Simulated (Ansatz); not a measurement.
LaBiS2O (P4/nmm), computed twice by G0W0.

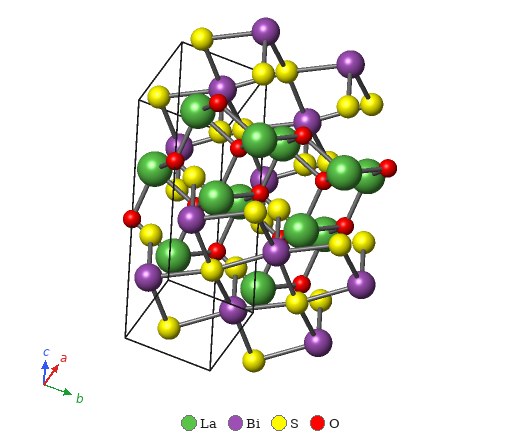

The structure (lanthanum green, bismuth purple, sulfur yellow, oxygen red). 2×2×1 cells are drawn. Some periodic images of atoms are drawn too.

```xyz
10
Lattice="4.0555 0.0000 0.0000 0.0000 4.0555 0.0000 0.0000 0.0000 14.1733" Properties=species:S:1:pos:R:3 pbc="T T T"
La    2.0277    0.0000    8.3302
La    0.0000    2.0277    5.8430
Bi    0.0000    2.0277   12.2992
Bi    2.0277    0.0000    1.8741
S     2.0277    0.0000   12.6145
S     0.0000    2.0277    1.5588
S     0.0000    2.0277    9.7824
S     2.0277    0.0000    4.3909
O     0.0000    0.0000    7.0866
O     2.0277    2.0277    7.0866
```

The cell and positions are those that the Materials Project relaxed with its own functionals (PBE, PBE+U or r2SCAN), kept fixed. Spin-orbit coupling is left out unless a run names it.

The first (Ansatz 0.2.0; start LDA, 6×6×2 mesh, 695 empty bands, screening to 120 eV, hard PAW files; 1 × NVIDIA GB200 (shared by 2 runs) with 16 threads of Arm Neoverse V2, shared host) gave, on its mesh: starting gap 0.83 eV, G0W0 gap 1.19 eV, RPA ε∞ (mean) 15.43, 79 s.

Q: The second changes empty bands from 695 to 1497 and screening cutoff (eV) from 120.0 to 200.0. What does it give?

It gave: starting gap 0.83 eV, G0W0 gap 1.24 eV, RPA ε∞ (mean) 15.42, 4.4 min. The G0W0 gap moves by +0.05 eV, +0.00 eV from the start and +0.05 eV from the correction. Σc changes by −0.18 eV at the valence top and −0.13 eV at the conduction bottom, and Σx − Vxc between them by +0.00 eV.

Limits: not at the basis limit; f levels unsure; no spin-orbit coupling; coarse k mesh.

[Paths, hosts, dates, memory and timing lines, banners, echoed tables and standing remarks are left out of the program output.]

[Logs are printed without paths, hosts, clocks, repeated set-up lines and the standing remarks that a program may print on its own settings, such as how far it seeks lower states.]

[Runs of the session that timed out or met a known fault of the program may be left out.]

[Cells called generated may have been cut or substituted from an entry of the Crystallography Open Database or the Materials Project.]

[Hosts, paths, dates, database ids (printed as entryN), source tags and the programs' standing remarks are cut or masked in the printed files.]
